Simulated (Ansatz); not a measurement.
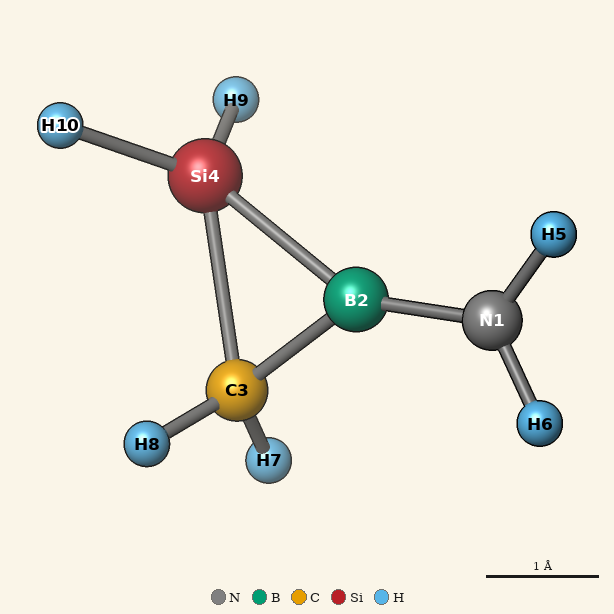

Orthographic view. Distant atoms are faded towards the background colour. The geometry was computed by an optimisation with PBE-D4/def2-SVP. No frequency run is at hand to confirm it as a minimum.

Write a MOL file (V2000) with the atoms in numerical order, bonds sorted by atom number with the orders drawn, and coordinates in the frame of the picture: x right, y up, z towards the viewer, origin at the mean position.

```
CH6BNSi
                    3D

 10 10  0  0  0  0  0  0  0  0999 V2000
    1.6300   -0.2100    1.0000 N   0  0  0  0  0  0  0  0  0  0  0  0
    0.4200   -0.0200    0.3700 B   0  0  0  0  0  0  0  0  0  0  0  0
   -0.6500   -0.8300   -0.4400 C   0  0  0  0  0  0  0  0  0  0  0  0
   -0.9300    1.0900   -0.5300 Si  0  0  0  0  0  4  0  0  0  0  0  0
    2.1800    0.5600    1.3900 H   0  0  0  0  0  0  0  0  0  0  0  0
    2.0600   -1.1300    1.1400 H   0  0  0  0  0  0  0  0  0  0  0  0
   -0.3700   -1.4600   -1.3100 H   0  0  0  0  0  0  0  0  0  0  0  0
   -1.4500   -1.3100    0.1500 H   0  0  0  0  0  0  0  0  0  0  0  0
   -0.6600    1.7700   -1.8500 H   0  0  0  0  0  0  0  0  0  0  0  0
   -2.2300    1.5400    0.0800 H   0  0  0  0  0  0  0  0  0  0  0  0
  1  2  1  0
  1  5  1  0
  1  6  1  0
  2  3  1  0
  2  4  1  0
  3  4  1  0
  3  7  1  0
  3  8  1  0
  4  9  1  0
  4 10  1  0
M  END
```
